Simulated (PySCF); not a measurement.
**C2H5AlO (SMILES [CH3][Al]1[CH2][O]1): CAM-B3LYP/6-31G(d) (spherical functions)**

What is the energy change on altering one bond length of C2H5AlO at CAM-B3LYP/6-31G* (spherical functions)? The job is set up through a Python script.

Program for the calculation: PySCF 2.14.0.

1 further run of the same task is left out (set aside as unsound or not needed).

## (1) The structure to begin with

The species is C2H5AlO (9 atoms), meant as a singlet with charge 0. As SMILES, `[CH3][Al]1[CH2][O]1`. Geometry: relaxed at PBE0-D4/def2-TZVP.

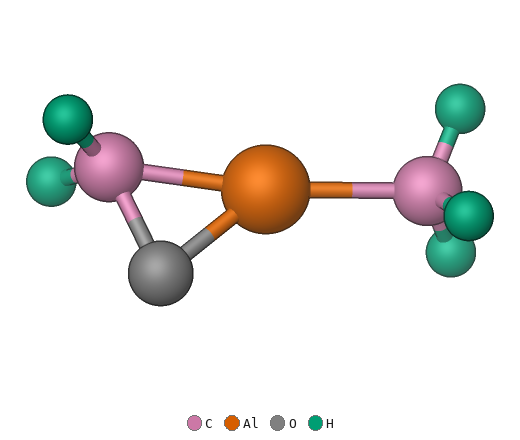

The structure, seen from a chosen angle (carbon pink, aluminium orange, oxygen grey, hydrogen teal).

## (2) The energy at CAM-B3LYP/6-31G(d) (spherical functions)

job.py reads:

```python
from pyscf import gto, dft

system = gto.M(
    atom=[
    ('C', (-0.670900, 1.320200, -1.081500)),
    ('Al', (0.051300, -0.076700, 0.044200)),
    ('C', (0.678700, -1.280200, 1.349300)),
    ('O', (0.789300, -1.609500, -0.097900)),
    ('H', (0.039700, 1.575000, -1.872100)),
    ('H', (-0.900200, 2.226000, -0.517500)),
    ('H', (-1.591200, 0.976800, -1.562100)),
    ('H', (0.038500, -1.980500, 1.887700)),
    ('H', (1.653200, -1.197400, 1.832800)),
],
    max_memory=1860,
    verbose=3,
    basis='6-31g*',
    charge=0,
    spin=0,
)

calc0 = dft.RKS(system, xc='cam-b3lyp')
calc0.grids.level = 5
calc0.conv_tol = 1e-10
calc0.kernel()
if not calc0.converged:
    calc0 = calc0.newton().run(calc0.mo_coeff, calc0.mo_occ)

e_tot = calc0.e_tot
print('Final energy', e_tot)
```

Launch:

```sh
$ OMP_NUM_THREADS=1 python job.py
```

Log:

```text
converged SCF energy = -396.754774473417
Final energy -396.7547744734168
```

Run time: 25 s. Hardware: 1 thread of Intel Xeon at 2.70GHz, shared host; peak memory 0.36 GiB.

## (3) The distorted shape, same level

job.py reads:

```python
from pyscf import gto, dft

system = gto.M(
    atom='''
C     -0.556249     0.867297    -1.363502
Al     0.165951    -0.529603    -0.237802
C      0.793351    -1.733103     1.067298
O      0.903951    -2.062403    -0.379902
H      0.154351     1.122097    -2.154102
H     -0.900200     2.226000    -0.517500
H     -1.476549     0.523897    -1.844102
H      0.153151    -2.433403     1.605698
H      1.767851    -1.650303     1.550798
''',
    spin=0,
    basis='6-31g*',
    verbose=3,
    max_memory=1860,
)

calc0 = dft.RKS(system)
calc0.xc = 'cam-b3lyp'
calc0.grids.level = 5
calc0.conv_tol = 1e-10
calc0.kernel()
if not calc0.converged:
    calc0 = calc0.newton().run(calc0.mo_coeff, calc0.mo_occ)

etot = calc0.e_tot
print(f'total energy: {etot:.8f} hartree')
```

Launch:

```sh
$ OMP_NUM_THREADS=1 python job.py
```

Log:

```text
converged SCF energy = -396.677702150873
total energy: -396.67770215 hartree
```

Run time: 26 s. Hardware: 1 thread of Intel Xeon at 2.70GHz, shared host; peak memory 0.36 GiB.

## (4) Summary of results

At CAM-B3LYP/6-31G* (spherical functions):

| quantity | value |
| --- | --- |
| first shape: total energy | -396.75477 Eh |
| first shape: dipole moment | 3.25 D |
| first shape: HOMO energy | -7.36 eV |
| first shape: LUMO energy | 0.61 eV |
| first shape: HOMO–LUMO gap | 7.97 eV |
| distorted shape: total energy | -396.67770 Eh |
| distorted shape: dipole moment | 2.88 D |
| distorted shape: HOMO energy | -7.41 eV |
| distorted shape: LUMO energy | 0.11 eV |
| distorted shape: HOMO–LUMO gap | 7.52 eV |
| energy change with the C1–H6 bond stretched from 1.091 to 1.637 Å | 2.097 eV |

With the C1–H6 bond stretched from 1.091 to 1.637 Å the energy rises by 2.10 eV (48 kcal/mol). The first shape isn't relaxed at this level, so the change isn't measured from a minimum. Mulliken charges (first shape) run from -0.72 on C1 to +0.60 on Al2. Mulliken charges (distorted shape) run from -0.60 on C1 to +0.60 on Al2.
